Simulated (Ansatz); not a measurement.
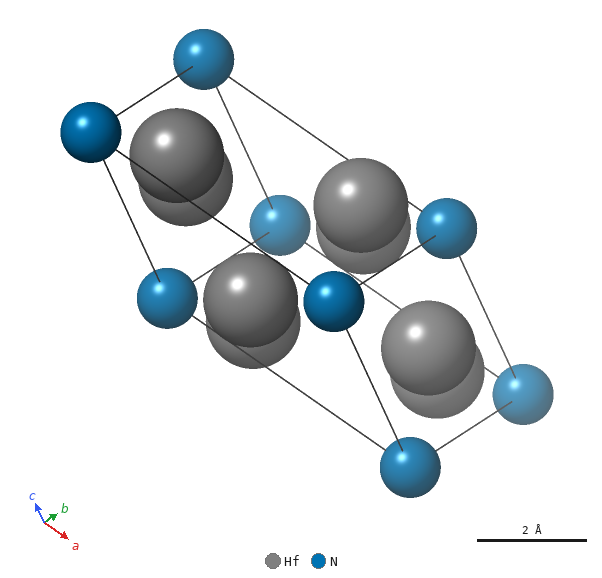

The image is a spheres-only drawing of a crystal, viewed slightly off an axis. Lines trace the edges of the simulation cell.

The calculation's input:
```yaml
crystal:
  lattice:
    - [-2.246737414, 2.246737414, 4.599631]
    - [2.246737414, -2.246737414, 4.599631]
    - [2.246737414, 2.246737414, -4.599631]
  atoms:
    - { symbol: Hf, position: [0.0, 0.5, 0.5] }
    - { symbol: Hf, position: [0.5, 0.0, 0.5] }
    - { symbol: Hf, position: [0.241315245, 0.241315245, 0.0] }
    - { symbol: Hf, position: [0.758684755, 0.758684755, 0.0] }
    - { symbol: "N", position: [0.0, 0.0, 0.0] }
basis:
  ecutwfc: 420
kpoints:
  mp_grid: { grid: [12, 12, 12] }
  band_path:
    path:
      - [[0.0, 0.0, 0.0], [0.0, 0.0, 0.5], [0.25, 0.25, 0.25], [0.0, 0.5, 0.0], [0.0, 0.0, 0.0], [0.5, 0.5, -0.5], [0.30964838, 0.69035162, -0.30964838]]
      - [[-0.30964838, 0.30964838, 0.30964838], [0.0, 0.0, 0.0]]
      - [[0.0, 0.0, 0.5], [-0.11929676, 0.11929676, 0.5]]
      - [[0.5, 0.5, -0.11929676], [0.5, 0.5, -0.5]]
    npoints: 14
hamiltonian:
  xc: pbe
scf:
  occupations: { method: gaussian, width: 0.1 }
  n_extra_bands: 12
output:
  forces: true
  stress: true
  eigenvalues: true
  populations: true
  dos: { projected: true, de: 0.02, nscf_kmesh: { grid: [15, 15, 15] } }
  bader: true
  write_density: true
  write_potential: true
  elf: true
  volumetric_format: npy
```
Run as:
```sh
ansatz run input.yaml --threads 1 --pin off --max-ram 2560MiB --backend cpu --events-out ev --progress --plain --runs-dir out
```

Results below were computed with DFT PBE, scalar-relativistic, plane waves, PAW in Ansatz 0.2.0; the settings were wavefunction cutoff 420 eV, the zone sampled with 12×12×12 points, Gaussian smearing of 0.1 eV, no spin polarisation.

### List the Bader charges.

Hf +0.35 to +0.67 e; N -2.05 e.

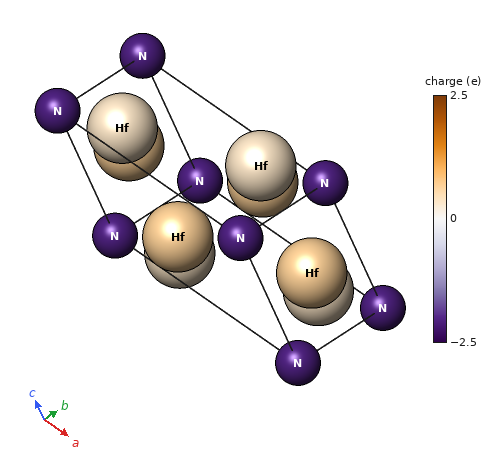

The atoms coloured by those charges.

Origin of the cell: a random cell made by a generator, so it need not be a real form of the compound. Earlier steps of the study may have refined or changed the cell and positions. It went into a calculation with Ansatz.
